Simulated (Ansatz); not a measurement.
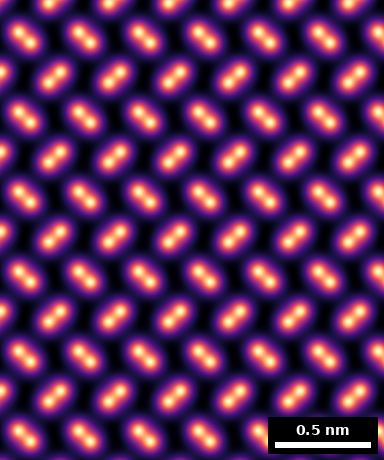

Integrated-DPC-like image of P (Cmce, No. 64). Simulated as the projected potential of neutral atoms (B = 0.3 Å²) blurred by a 0.50 Å probe, the thin-sample limit of integrated differential phase contrast. The display is stretched by a gamma of 0.8; percentages refer to the linear signal. Structure used: coordinates from a relaxation with DFT PBEsol, scalar-relativistic, plane waves, PAW (Ansatz).

Space group Cmce (No. 64). a = 3.317 Å, b = 10.301 Å, c = 4.202 Å, α = 90.00°, β = 90.00°, γ = 90.00°
```
atom  site  symmetry       x       y       z
   P    8f       m..  0.0000  0.6051  0.5731
```

Q: Which beam direction gives this image, [110], [100], [111] or [010]? (Directions equivalent by symmetry count as one.)

A: [110]. The projected cells are 3.16 × 4.20 Å, 90° for [110]; 4.20 × 5.15 Å, 90° for [100]; 1.96 × 3.18 Å, 97° for [111]; 1.66 × 2.10 Å, 90° for [010], and the image repeats as the [110] one does.
